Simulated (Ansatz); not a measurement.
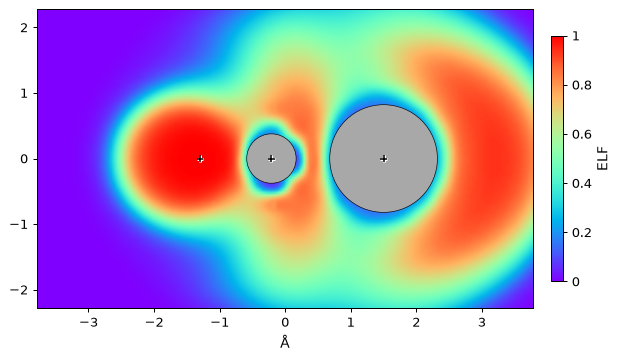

The electron localisation function on a plane through atoms (crosses mark nuclei in the plane; grey discs cover the cores).

Theory: Ansatz, isolated molecule in a Gaussian basis; Kohn-Sham density functional theory, functional PBE0.

Candidates:
A. ClGeH2 (charge +1)
B. CHGe (charge −1)
C. CH4AlB

> Which candidate gave the map?

Candidate B: CHGe on a plane that holds the molecular axis, which holds C, Ge and H. C–Ge (1.71 Å): the ELF peaks at about 0.85 in the valence shell of C, 0.6 Å from its nucleus, and is about 0.35 at the midpoint. C–H (1.08 Å): the ELF climbs to about 1 towards the hydrogen, as it does in any bond to H: an ordinary covalent bond to hydrogen.
